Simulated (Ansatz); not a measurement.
# C2H7OSi (SMILES CC[SiH]O) (doublet): what the fields show

The calculation's input:

```
crystal:
  periodic: [false, false, false]
  atoms:
    - {symbol: C, position_ang: [-1.516002, -0.583296, 1.690823]}
    - {symbol: C, position_ang: [-0.210332, 0.227551, 1.651519]}
    - {symbol: O, position_ang: [-0.686381, 1.446287, -0.892904]}
    - {symbol: Si, position_ang: [0.482152, 0.550647, -0.081733]}
    - {symbol: H, position_ang: [-1.376998, -1.584759, 1.267167]}
    - {symbol: H, position_ang: [-1.877593, -0.705275, 2.719022]}
    - {symbol: H, position_ang: [0.573704, -0.273488, 2.235758]}
    - {symbol: H, position_ang: [-0.361899, 1.210678, 2.121965]}
    - {symbol: H, position_ang: [1.770443, 1.327136, 0.029958]}
    - {symbol: H, position_ang: [-0.467340, 1.699819, -1.800481]}
    - {symbol: H, position_ang: [-2.305508, -0.088022, 1.115826]}
basis:
  gaussian: {orbitals: def2-TZVPD}
output: {forces: true, orbitals: {seedname: orbitals}}
hamiltonian: {xc: {name: PBE0}}
magnetization: {spin_polarized: true, initial_magnetization: 1}
```

Command:

```sh
ansatz run input.yaml --threads 2 --pin off --max-ram 4350MiB --events-out events.jsonl --progress --plain --runs-dir runs
```

Geometry: B3LYP/6-31G*.

These are results of isolated molecule in a Gaussian basis; Kohn-Sham density functional theory, functional PBE0 in Ansatz, not measurements.

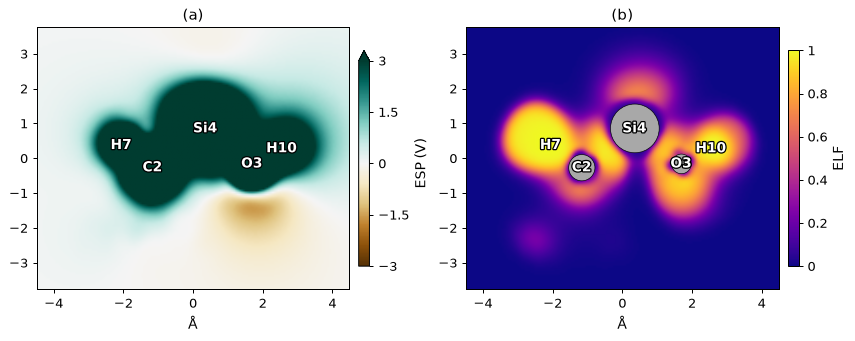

Figure 1. (a) molecular electrostatic potential; (b) electron localisation function on the plane of atoms C2, Si4 and O3. Grey discs cover the atomic cores in the ELF map.

**What does the map show?**

Atoms in the plane: C, O, Si and H. Si–O (1.68 Å): the ELF peaks at about 0.85 between the atoms (a polar covalent bond). C–Si (1.89 Å): the ELF peaks at about 0.95 between the atoms: a shared electron pair. O–H (0.97 Å): the ELF climbs to about 1 towards the hydrogen, as it does in any bond to H; a covalent bond by its length. C–H (1.10 Å): the ELF climbs to about 1 towards the hydrogen: a covalent bond by its length. The ELF also peaks beside O3, away from the bonds: non-bonding electrons, paired or unpaired. Outside the dense part of the molecule the potential is most negative (−1.6 V) near O3.

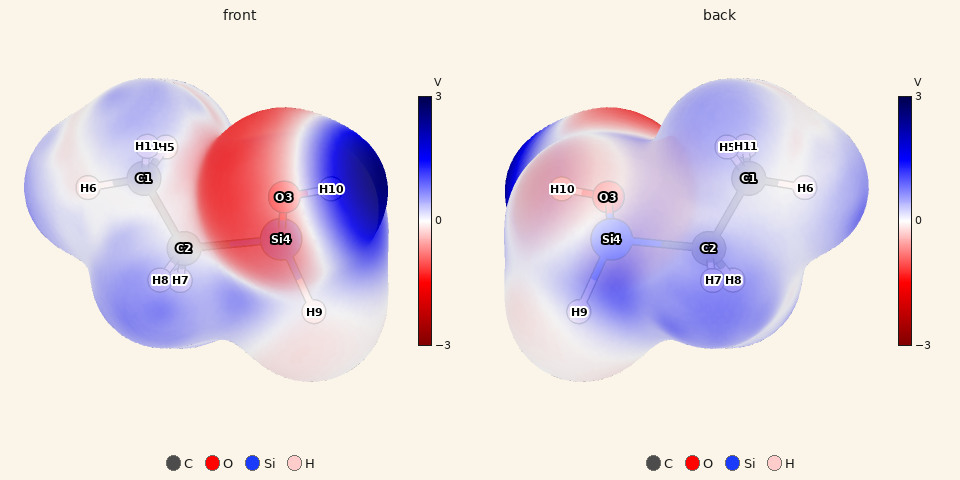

Figure 2. The molecular electrostatic potential painted on the density surface at 0.002 e/bohr³, seen from the front and from behind; red is negative and blue positive.

**Where is the surface potential most negative and most positive?**

The most negative region (about −1.3 V) lies over O3, the most positive (about +2.6 V) over H10. O3 is the likeliest acceptor of a hydrogen bond.

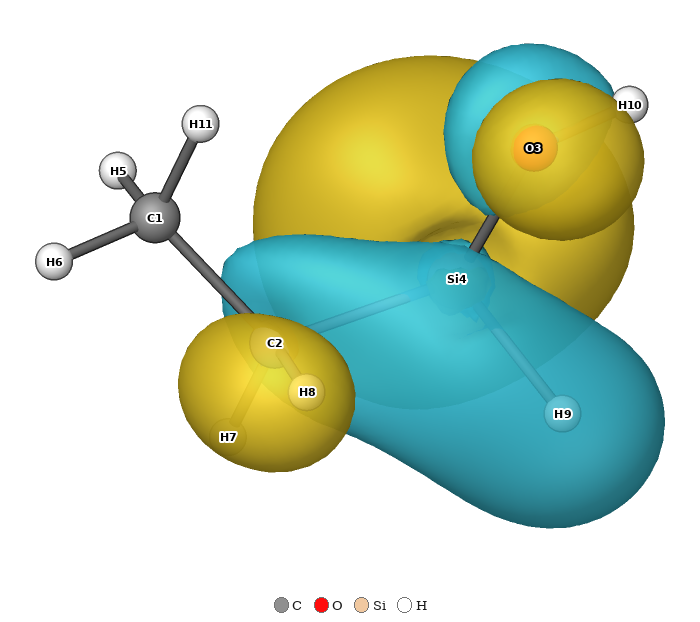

Figure 3. The HOMO (α) at ±0.08 Å⁻³ᐟ² (yellow and cyan are the two phases), seen at a tilt.

**Describe this orbital and give its energy.**

Its weight (Hirshfeld) is mainly on Si4 (about 70 %), O3 (about 10 %), H9 (about 10 %) and C2 (about 10 %). Its energy is −5.63 eV.

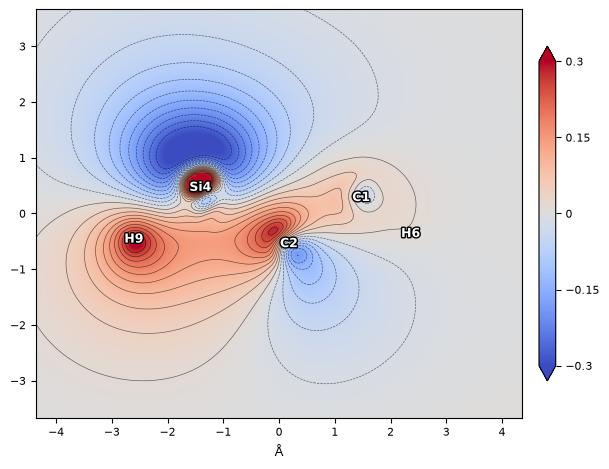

Figure 4. The LUMO (β) on the plane of atoms C2, C1 and H6 (values in Å⁻³ᐟ²; the overall sign is arbitrary).

**Describe this orbital and give its energy.**

Its weight (Hirshfeld) is mainly on Si4 (about 70 %), O3 (about 10 %), H9 (about 10 %) and C2 (about 5 %). Its energy is −1.89 eV.
